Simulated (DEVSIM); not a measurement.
System: Co/SiO2/n-Ge capacitor, at 400 K.

```tsv
layer (left to right)	material	thickness (nm)	Nd (cm⁻³)
1	SiO2	14.0	-
2	Ge	380	2.4e18
```

Metal gate on the left, work function 5 eV. Fixed charge at the semiconductor interface -1.1e11 cm⁻² (in units of +e); no interface traps.

Constants are typed, rounded textbook-type inputs, not results; the design itself was drawn at random and stands for no fabricated device. Values at 300 K; Nc and Nv go as T^1.5, mobilities as T to minus their exponent, the gap by Varshni's rule with the affinity fixed.

```tsv
parameter	SiO2	Ge
gap (eV)	9	0.664
affinity (eV)	0.9	4
permittivity	3.9	16
Nc (cm⁻³)	-	1.04e19
Nv (cm⁻³)	-	6e18
Varshni α (eV/K)	-	0.000477
Varshni β (K)	-	235
```

DEVSIM, 1D Poisson equation in equilibrium, Boltzmann statistics, complete ionisation; no quantum confinement or tunnelling. Metal contacts follow the ideal Schottky-Mott rule: no Fermi-level pinning, no interface dipoles.

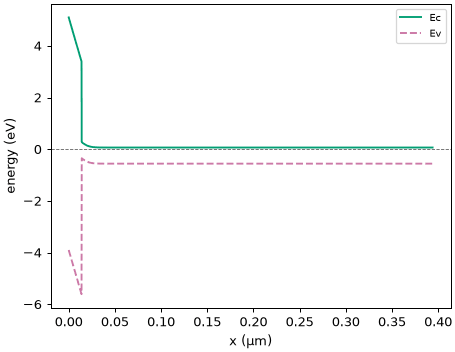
Figure. Band edges at -1.0 V on the gate

Energies count from the Fermi level of the right contact; mesh points crowd at the junctions.

```
x (μm)     Ec (eV)  Ev (eV)  n (cm⁻³)  p (cm⁻³)  field (V/cm)
---------  -------  -------  --------  --------  ------------
0.000        5.100   -3.900     < 1e2     < 1e2      -1200000
0.0009910    4.978   -4.022     < 1e2     < 1e2      -1200000
0.002684     4.770   -4.230     < 1e2     < 1e2      -1200000
0.005380     4.438   -4.562     < 1e2     < 1e2      -1200000
0.01020      3.846   -5.154     < 1e2     < 1e2      -1200000
0.01235      3.580   -5.420     < 1e2     < 1e2      -1200000
0.01362      3.425   -5.575     < 1e2     < 1e2      -1200000
0.01483      0.254   -0.370    1.0e16    2.0e14       -290000
0.01663      0.206   -0.418    4.0e16    5.0e13       -240000
0.02003      0.139   -0.485    2.8e17    7.2e12       -150000
0.02604      0.083   -0.541    1.4e18    1.4e12        -46000
0.04349      0.066   -0.558    2.4e18    8.5e11          -420
0.07098      0.065   -0.559    2.4e18    8.5e11           ≈ 0
0.1231       0.065   -0.559    2.4e18    8.5e11           ≈ 0
0.2492       0.065   -0.559    2.4e18    8.5e11           ≈ 0
0.3182       0.065   -0.559    2.4e18    8.5e11           ≈ 0
0.3546       0.065   -0.559    2.4e18    8.5e11           ≈ 0
0.3730       0.065   -0.559    2.4e18    8.5e11           ≈ 0
0.3856       0.065   -0.559    2.4e18    8.5e11           ≈ 0
0.3901       0.065   -0.559    2.4e18    8.5e11           ≈ 0
0.3925       0.065   -0.559    2.4e18    8.5e11           ≈ 0
0.3940       0.065   -0.559    2.4e18    8.5e11           ≈ 0
```
